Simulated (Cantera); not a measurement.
Feed: 1 mol N₂O, 0.67 mol H₂O, 8.3 mol N₂, 0.0016 mol H₂, held at 1000 Pa.

Method: chemical equilibrium by Gibbs-energy minimisation in Cantera with the NASA 1993 tables (ideal gas, pure condensed phases). Candidate condensed phases: H₂O; 24 gas species. Kinetics and transport are ignored.

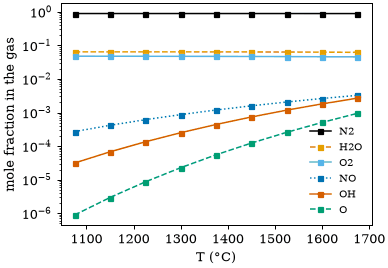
Figure. Equilibrium gas composition (values under 1e-9 drawn at 1e-9)

From 1075 °C to 1675 °C nothing is condensed.
